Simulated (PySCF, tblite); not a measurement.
# C₄H₁₀B₂FN: geometry, infrared bands and NMR shifts

Aim: predict the infrared bands and NMR shifts of C₄H₁₀B₂FN (`BBN1CC[C@@H](F)C1`).

Computed with tblite 0.8.0 and PySCF 2.14.0, with density-fitted response routines of our own, on a single molecule in the gas phase. Atoms count from 0, in the outputs and in this text.

### 1 Starting geometry

18 atoms, charge 0, multiplicity 1; geometry from: force field or distance geometry start.

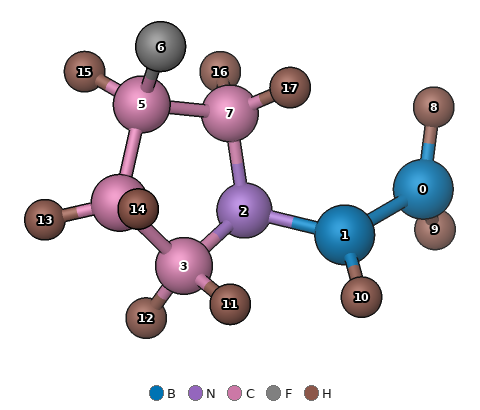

The starting geometry (boron blue, nitrogen purple, carbon pink, fluorine grey, hydrogen brown), atoms numbered.

### 2 Geometry optimisation with GFN2-xTB

The job: settings as JSON, then the geometry in Å.

```
{"job": {"kind": "relax", "xc": "GFN2-xTB", "basis": "xTB"}, "charge": 0, "multiplicity": 1}
B      3.006400     0.309300    -0.331000
B      1.641200    -0.537400     0.102100
N      0.429400    -0.346700    -0.769100
C     -0.591000    -1.287700    -0.416900
C     -1.870600    -0.548200    -0.125200
C     -1.580800     0.915800    -0.389800
F     -1.919500     1.704200     0.699000
C     -0.081800     0.989000    -0.571900
H      2.981700     1.492400    -0.261800
H      3.671600    -0.180200    -1.161800
H      1.654100    -1.438100     0.870300
H     -0.245200    -1.798900     0.531300
H     -0.707300    -2.057100    -1.204600
H     -2.703600    -0.904700    -0.778300
H     -2.084500    -0.670100     0.948200
H     -2.131300     1.316600    -1.248900
H      0.121000     1.621500    -1.467700
H      0.401500     1.426300     0.299700
```

On the command line:

```
$ OMP_NUM_THREADS=1 python probes_run.py task.json out
```

The driver reads the jobs from task.json and runs them one after another.

The program printed:

```text
step      E/eV     max force
  0    -646.24639    2.961
  1    -646.50302    1.741
  2    -646.66011    1.240
  3    -646.79114    1.114
  4    -646.90480    0.772
  5    -646.97069    0.837
  6    -647.06048    0.762
  7    -647.15089    0.795
  8    -647.23396    0.726
  9    -647.30192    0.707
 10    -647.36729    0.642
 11    -647.42924    0.717
 12    -647.46895    0.453
 13    -647.48845    0.281
 14    -647.49979    0.247
 15    -647.50979    0.263
 16    -647.51971    0.219
 17    -647.52769    0.208
 18    -647.53409    0.194
 19    -647.53926    0.182
 20    -647.54369    0.189
 21    -647.54810    0.158
 22    -647.55299    0.186
 23    -647.55821    0.194
 24    -647.56255    0.145
 25    -647.56570    0.118
 26    -647.56879    0.122
 27    -647.57348    0.167
 28    -647.58058    0.221
 29    -647.58969    0.240
 30    -647.59871    0.221
 31    -647.60647    0.176
 32    -647.61374    0.221
 33    -647.62371    0.300
 34    -647.63484    0.345
 35    -647.64409    0.282
 36    -647.65069    0.281
 37    -647.65837    0.308
 38    -647.66547    0.236
 39    -647.67504    0.199
 40    -647.67816    0.182
 41    -647.68314    0.139
 42    -647.68517    0.100
 43    -647.68646    0.102
 44    -647.68766    0.094
 45    -647.68934    0.098
 46    -647.69014    0.068
 47    -647.69093    0.059
 48    -647.69144    0.054
 49    -647.69187    0.053
 50    -647.69222    0.041
 51    -647.69257    0.048
 52    -647.69307    0.059
 53    -647.69377    0.077
 54    -647.69465    0.084
 55    -647.69562    0.071
 56    -647.69657    0.066
 57    -647.69752    0.064
 58    -647.69858    0.074
 59    -647.69974    0.064
 60    -647.70104    0.101
 61    -647.70242    0.121
 62    -647.70384    0.093
 63    -647.70487    0.060
 64    -647.70570    0.057
 65    -647.70637    0.065
 66    -647.70690    0.059
 67    -647.70728    0.045
 68    -647.70753    0.038
 69    -647.70772    0.031
 70    -647.70791    0.038
 71    -647.70812    0.043
 72    -647.70833    0.036
 73    -647.70848    0.027
 74    -647.70860    0.025
 75    -647.70872    0.029
 76    -647.70886    0.032
 77    -647.70902    0.029
 78    -647.70919    0.031
 79    -647.70937    0.033
 80    -647.70958    0.037
 81    -647.70983    0.044
 82    -647.71009    0.035
 83    -647.71031    0.032
 84    -647.71049    0.038
 85    -647.71067    0.037
 86    -647.71088    0.044
 87    -647.71112    0.037
 88    -647.71134    0.032
 89    -647.71150    0.027
 90    -647.71159    0.018
 91    -647.71166    0.015
 92    -647.71172    0.016
 93    -647.71177    0.017
 94    -647.71182    0.016
 95    -647.71186    0.013
 96    -647.71189    0.012
 97    -647.71191    0.009
```

It took 0.46 s on 1 thread of Arm Neoverse V2, shared host.

Along the way: (not every step is listed)

```
step  energy from step 0 (eV)  largest force (eV/Å)
   0                   0.0000                2.9608
   1                  -0.2566                1.7407
   2                  -0.4137                1.2398
   3                  -0.5448                1.1140
   4                  -0.6584                0.7715
   5                  -0.7243                0.8367
   6                  -0.8141                0.7616
   7                  -0.9045                0.7952
   8                  -0.9876                0.7264
  16                  -1.2733                0.2189
  24                  -1.3162                0.1451
  32                  -1.3673                0.2210
  40                  -1.4318                0.1822
  48                  -1.4450                0.0540
  56                  -1.4502                0.0656
  64                  -1.4593                0.0571
  72                  -1.4619                0.0364
  80                  -1.4632                0.0369
  88                  -1.4649                0.0319
  92                  -1.4653                0.0157
  93                  -1.4654                0.0173
  94                  -1.4654                0.0162
  95                  -1.4655                0.0128
  96                  -1.4655                0.0118
  97                  -1.4655                0.0094
```

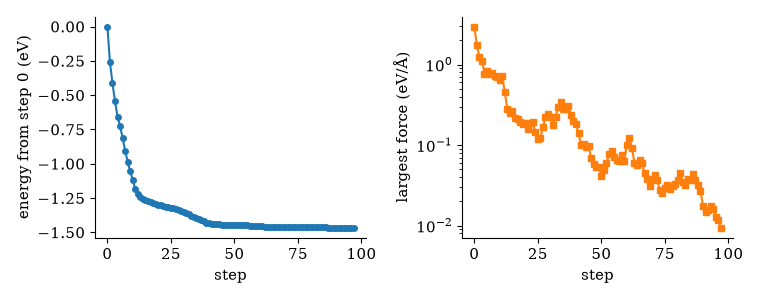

Energy and force, step by step.

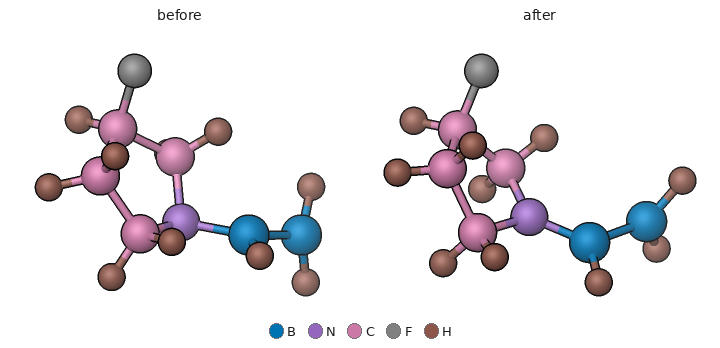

The geometry before (left) and after (right).

Close pairs (by a distance rule), those that changed most:

```
  bond  before (Å)  after (Å)  change (Å)
 B1–N2       1.505      1.385      -0.120
C3–H11       1.131      1.088      -0.043
C4–H13       1.117      1.088      -0.029
 C5–C7       1.512      1.539      +0.027
 C3–C4       1.506      1.532      +0.025
 C4–C5       1.516      1.533      +0.017
C7–H16       1.115      1.098      -0.017
 N2–C3       1.432      1.448      +0.016
```

The final coordinates are the input of the step that follows.

### 3 Vibrational analysis with GFN2-xTB

The job: settings as JSON, then the geometry in Å.

```
{"job": {"kind": "ir", "xc": "GFN2-xTB", "basis": "xTB"}, "charge": 0, "multiplicity": 1}
B      2.942903     0.495567    -0.077940
B      1.733476    -0.623613    -0.030831
N      0.421247    -0.395446    -0.410773
C     -0.689021    -1.324918    -0.374657
C     -1.869362    -0.483451     0.120068
C     -1.575886     0.914367    -0.436551
F     -1.720932     1.866539     0.552288
C     -0.114191     0.852554    -0.914880
H      3.184138     1.210731     0.822430
H      3.675875     0.596170    -0.990983
H      1.954804    -1.721380     0.351432
H     -0.469387    -2.168225     0.277523
H     -0.898155    -1.705639    -1.384840
H     -2.832464    -0.872068    -0.203492
H     -1.859693    -0.424455     1.208754
H     -2.263641     1.218139    -1.232876
H     -0.086365     0.870364    -2.012582
H      0.457893     1.701082    -0.538508
```

The program printed:

```text
mode    cm-1     km/mol
  1      38.3      2.86
  2      90.1      0.68
  3     127.5      0.43
  4     184.8      0.23
  5     208.0      0.24
  6     339.2      3.99
  7     371.7      7.08
  8     397.8      3.59
  9     421.4      6.93
 10     555.0      0.80
 11     579.9      5.34
 12     623.4      1.71
 13     728.7     45.66
 14     809.0     47.84
 15     828.9     66.76
 16     854.7     11.79
 17     869.4     32.81
 18     909.5      2.16
 19     965.6      4.59
 20    1005.0     10.50
 21    1028.7      6.69
 22    1050.8     23.93
 23    1083.6     28.72
 24    1104.6     11.67
 25    1163.0      8.04
 26    1174.1      6.09
 27    1181.7     20.89
 28    1192.3     53.93
 29    1203.4     10.46
 30    1252.5      0.93
 31    1277.8      0.83
 32    1291.1      2.41
 33    1307.6     12.20
 34    1327.2     16.71
 35    1459.8     53.44
 36    1461.7     16.50
 37    1469.5     53.52
 38    1481.5      2.57
 39    2512.3    183.57
 40    2599.2    117.83
 41    2608.5    158.50
 42    2874.8     57.99
 43    2889.1     51.79
 44    2932.1     48.45
 45    3003.5     10.07
 46    3009.0     17.19
 47    3018.3     28.39
 48    3024.7     35.17
```

Run time: 0.43 s. Hardware: 1 thread of Arm Neoverse V2, shared host.

Which atoms move in the most intense modes:

```
cm⁻¹  km/mol                                  atoms
 829    66.8     B0 23 %, B1 22 %, H8 15 %, H9 14 %
1192    53.9                       H9 32 %, H8 32 %
1460    53.4  H17 22 %, H16 18 %, N2 16 %, H14 11 %
1470    53.5   N2 32 %, B1 21 %, H14 18 %, H13 18 %
2512   183.6                               H10 92 %
2599   117.8                       H9 60 %, H8 35 %
2608   158.5              H8 57 %, H9 32 %, B0 11 %
2875    58.0                               H12 92 %
```

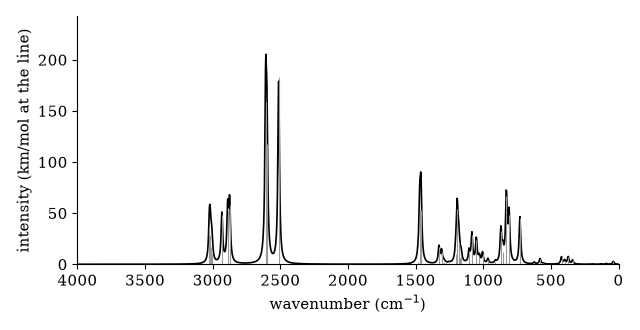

The infrared spectrum from these modes, unscaled. Lines are broadened to a width of 14 cm⁻¹ (Lorentzian).

### 4 Shielding tensors: PBE0/pcSseg-1

Same as in step 3 but for these lines:

```diff
@@ -1,2 +1,2 @@
-{"job": {"kind": "ir", "xc": "GFN2-xTB", "basis": "xTB"}, "charge": 0, "multiplicity": 1}
+{"job": {"kind": "nmr", "xc": "PBE0", "basis": "pcSseg-1"}, "charge": 0, "multiplicity": 1}
 B      2.942903     0.495567    -0.077940
```

With the program's defaults for keys left out, this is: GIAO PBE0/pcSseg-1 NMR shielding, non-relativistic, gas phase.

The program printed:

```text
coarse grid: 14864 points
cycle   1  E = -362.1506967759  dE =  9.048e-01  |g| = 5.235e-01  |ddm| = 3.675e+00
cycle   2  E = -362.1329352521  dE =  1.776e-02  |g| = 6.763e-01  |ddm| = 9.117e-01
cycle   3  E = -362.2068119689  dE = -7.388e-02  |g| = 7.666e-02  |ddm| = 4.944e-01
cycle   4  E = -362.2078821613  dE = -1.070e-03  |g| = 2.559e-02  |ddm| = 8.055e-02
cycle   5  E = -362.2080368501  dE = -1.547e-04  |g| = 6.071e-03  |ddm| = 2.669e-02
cycle   6  E = -362.2080443070  dE = -7.457e-06  |g| = 2.230e-03  |ddm| = 6.282e-03
final grid: 143568 points
cycle   7  E = -362.2587413385  dE = -4.757e-05  |g| = 1.030e-02  |ddm| = 3.187e-02
cycle   8  E = -362.2587149276  dE =  2.641e-05  |g| = 1.529e-02  |ddm| = 2.028e-02
cycle   9  E = -362.2587669491  dE = -5.202e-05  |g| = 1.647e-03  |ddm| = 1.174e-02
cycle  10  E = -362.2587675385  dE = -5.894e-07  |g| = 3.302e-04  |ddm| = 1.352e-03
cycle  11  E = -362.2587675579  dE = -1.944e-08  |g| = 1.121e-04  |ddm| = 2.845e-04
cycle  12  E = -362.2587675603  dE = -2.393e-09  |g| = 3.684e-05  |ddm| = 1.108e-04
cycle  13  E = -362.2587675605  dE = -2.298e-10  |g| = 7.883e-06  |ddm| = 3.130e-05
converged SCF energy = -362.2587675605

GIAO shielding tensors (ppm)
atom      isotropic    diamagn.    paramagn.     s11        s22        s33       span
  0 B       -7.010     195.873    -202.883   -129.624    -37.786    146.381    276.005
  1 B       53.160     196.635    -143.475      1.357     48.006    110.117    108.760
  2 N      111.206     324.045    -212.839      1.941    140.058    191.619    189.678
  3 C      127.552     245.564    -118.012     86.262    124.988    171.406     85.144
  4 C      148.090     249.650    -101.559    124.670    152.029    167.572     42.902
  5 C       87.821     244.425    -156.604     50.545     81.225    131.694     81.149
  6 F      365.807     472.724    -106.917    332.755    368.834    395.832     63.077
  7 C      122.782     246.676    -123.894     91.816    123.225    153.305     61.489
  8 H       21.700      29.969      -8.269      8.955     26.108     30.037     21.082
  9 H       21.790      29.706      -7.915      9.481     25.896     29.994     20.513
 10 H       25.772      31.103      -5.331     22.253     27.028     28.034      5.781
 11 H       27.929      30.168      -2.239     24.311     26.655     32.823      8.512
 12 H       28.289      29.405      -1.116     23.262     27.403     34.201     10.940
 13 H       29.458      28.779       0.679     25.769     27.305     35.300      9.531
 14 H       29.496      30.214      -0.718     25.573     28.116     34.799      9.226
 15 H       26.337      29.108      -2.771     23.349     26.236     29.425      6.076
 16 H       28.126      29.929      -1.803     23.323     27.725     33.330     10.007
 17 H       28.664      31.211      -2.547     25.312     28.258     32.424      7.112
```

Run time: 35 s. Hardware: 1 thread of Arm Neoverse V2, shared host; peak memory 0.83 GiB.

The references, computed at this level on geometries of the same kind, shield at (ppm): 1H TMS 31.72, 13C TMS 186.9, 19F CFCl3 170.9, 15N NH3 267.7, 11B BF3·OEt2 100.1. Their shielding less the atom's gives the shift. The references are single molecules in the gas phase, so shifts against H2O, NH3, PH3, H3PO4 or CFCl3 are not on the usual liquid scales and can be off by tens of ppm. Atoms listed in one row are averaged.

```
 atoms                                      environment  σ (ppm)  δ (ppm)  δ scaled to CDCl3
    C5                               sp3 CH bonded to F     87.8     99.1               94.8
    C7                              sp3 CH2 bonded to N    122.8     64.1               60.7
    C3                              sp3 CH2 bonded to N    127.6     59.4               56.0
    C4                                sp3 CH2 in a ring    148.1     38.8               36.0
H8, H9                  hydrogen on a boron bonded to B    21.75     9.97                  –
   H10               hydrogen on a boron bonded to B, N    25.77     5.95                  –
   H15                hydrogen on an sp3 CH bonded to F    26.34     5.38               5.18
   H11               hydrogen on an sp3 CH2 bonded to N    27.93     3.79               3.68
   H16               hydrogen on an sp3 CH2 bonded to N    28.13     3.59               3.49
   H12               hydrogen on an sp3 CH2 bonded to N    28.29     3.43               3.34
   H17               hydrogen on an sp3 CH2 bonded to N    28.66     3.05               2.98
   H13                 hydrogen on an sp3 CH2 in a ring    29.46     2.26               2.23
   H14                 hydrogen on an sp3 CH2 in a ring    29.50     2.22               2.20
    B0                           boron bonded to B, 2 H     -7.0    107.1                  –
    B1                          boron bonded to B, N, H     53.2     46.9                  –
    N2  nitrogen bonded to 2 C, B, in a 5-membered ring    111.2    156.5                  –
    F6                        fluorine on an sp3 carbon    365.8   -194.9                  –
```

The scaled column applies a straight-line fit of computed shieldings to shifts measured in CDCl3, and one for carbons that bear F (root-mean-square error 0.16 ppm for H, 1.9 ppm for C).

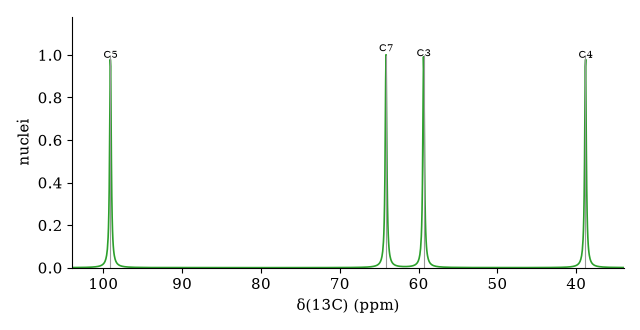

13C lines at the computed shifts, without couplings. Lines are broadened to a width of 0.24 ppm (Lorentzian).

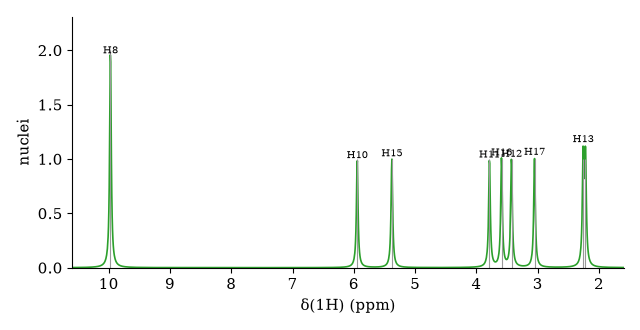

1H lines at the computed shifts, without couplings. Lines are broadened to a width of 0.03 ppm (Lorentzian).

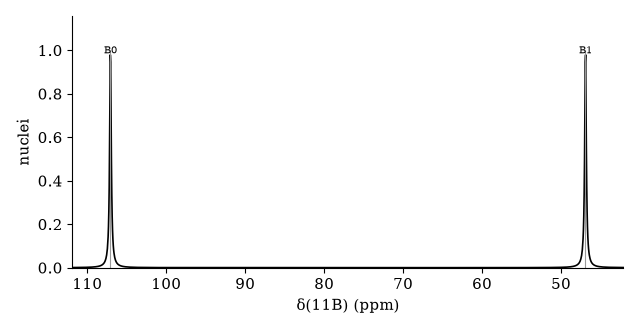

11B lines at the computed shifts, without couplings. Lines are broadened to a width of 0.24 ppm (Lorentzian).

The run also stored atomic charges by several schemes (e):

```
atoms  Mulliken    IAO  Hirshfeld  ESP fit
   B0     -0.09  -0.08       0.09     0.38
   B1      0.16  -0.05       0.05    -0.16
   N2     -0.66  -0.19      -0.10    -0.03
   C3      0.00  -0.15      -0.02    -0.01
   C4     -0.20  -0.29      -0.08    -0.19
   C5      0.13   0.18       0.07     0.32
   F6     -0.34  -0.33      -0.12    -0.30
   C7      0.04  -0.18      -0.03    -0.17
```

Mulliken charges:

B0 -0.09; B1 0.16; N2 -0.66; C3 0.00; C4 -0.20; C5 0.13; F6 -0.34; C7 0.04; H8 0.03; H9 0.02; H10 0.00; H11 0.14; H12 0.12; H13 0.13; H14 0.14; H15 0.10; H16 0.13; H17 0.15

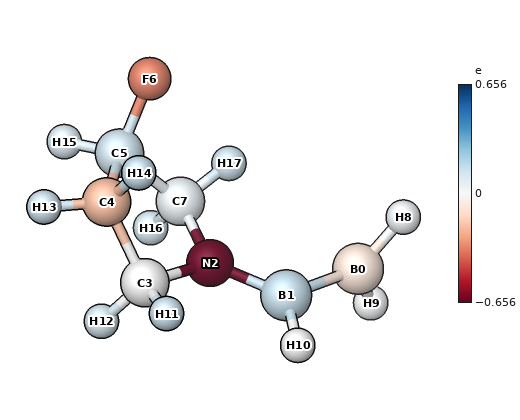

Mulliken charges, as colours on the atoms.

Mayer bond orders: B0–B1 1.06, B1–N2 1.30, N2–C3 0.93, C3–C4 1.04, C4–C5 1.02, C5–F6 0.87, C5–C7 1.00, C7–N2 0.94.

Ring of atoms N2, C3, C4, C5, C7: NICS(0) -4.8, NICS(1) -3.3, NICS(1)zz -4.0 ppm (means of both faces).

Orbitals, density, ELF and potential are computed afterwards from the orbital file.

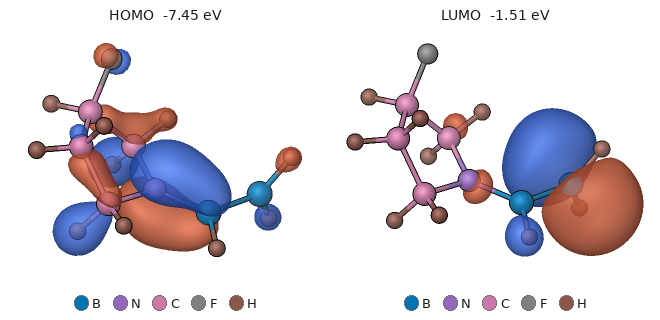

PBE0/pcSseg-1 orbitals near the gap, drawn at the value that encloses 70 % of each; the two colours are the two signs.

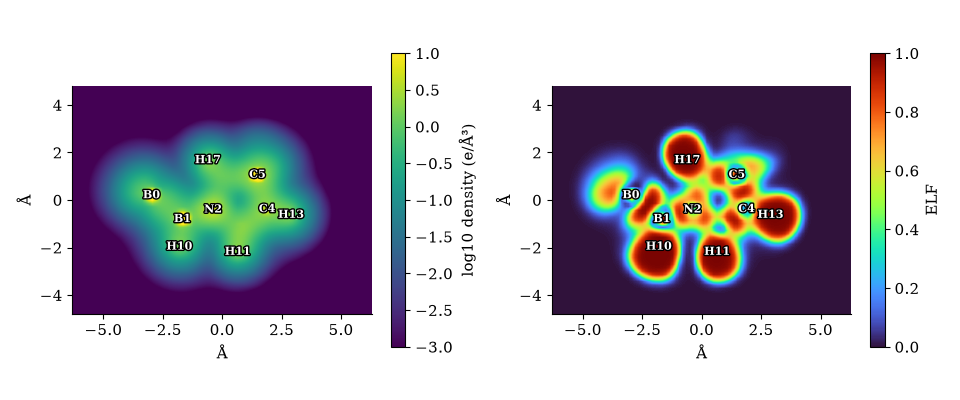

Density (left) and ELF (right) in a plane through or near 9 of the atoms.

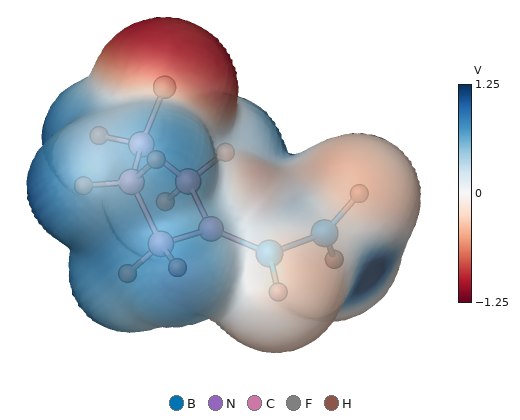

Electrostatic potential on the surface of density 0.002 e/bohr³; red is low, blue high. It runs from -0.98 V near F6 to 1.25 V near B0.

### 5 Outcome

| quantity | value |
| --- | --- |
| strongest single infrared mode (GFN2-xTB) | 2512 cm⁻¹, 184 km/mol |
| zero-point energy (GFN2-xTB) | 88.5 kcal/mol |
| 13C shifts against TMS (PBE0/pcSseg-1) | 99.1, 64.1, 59.4, 38.8 ppm |
| 1H shifts against TMS (PBE0/pcSseg-1, means over atoms taken as alike) | 9.97, 5.95, 5.38, 3.79, 3.59, 3.43, 3.05, 2.26, 2.22 ppm |
| 11B shifts against BF3·OEt2 (PBE0/pcSseg-1) | 107.1, 46.9 ppm |
| 15N shifts against NH3 (PBE0/pcSseg-1) | 156.5 ppm |
| 19F shifts against CFCl3 (PBE0/pcSseg-1) | -194.9 ppm |
| surface potential, least and greatest | -0.98 V and 1.25 V |

In words: The optimisation took 97 steps and gained 1.466 eV; among the close pairs (by a distance rule), B1–N2 changed most, from 1.505 to 1.385 Å. All 48 modes are real, so the xTB geometry is a minimum. The strongest single mode, at 2512 cm⁻¹, moves mainly H10. Unscaled tight-binding wavenumbers are off by several per cent, some by more. Its intensities can rank the bands wrongly. C5 (sp3 CH bonded to F) lies farthest downfield among carbon, at 99.1 ppm; pulled downfield by the heteroatom. At PBE0/pcSseg-1: The widest tensor belongs to B0: span 276 ppm, with a paramagnetic part of -203 ppm. By nearest atom (PBE0/pcSseg-1), the HOMO sits on N2 50 %; B1 12 % and the LUMO on B0 50 %; H8, H9 about 14 % each.
